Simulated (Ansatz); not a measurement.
Start from KTaO3 in the cubic perovskite structure (space group Pm-3m, No. 221; a = 3.9893 Å).

It is then changed as follows: the cell is scaled by 0.9878 in all directions, atoms relaxed at fixed cell.

Level of theory: r2SCAN/PAW in Ansatz (a quantum-chemistry and plane-wave program), no SOC, earlier PAW set.

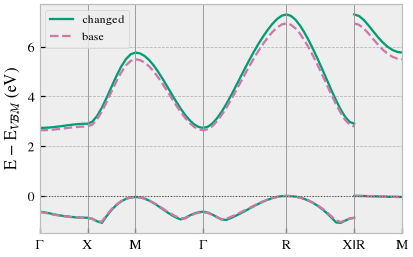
Figure. Highest valence and lowest conduction band along the path, each from its own valence-band maximum

Question: From the figure, how large is the changed gap, and is it direct?

Answer: About 2.7 eV, indirect, R → Γ.

Spin-orbit coupling, missing from the scalar runs, can matter with Ta. The cells carry an imposed strain or load. Whether these cells are dynamically stable was not tested.
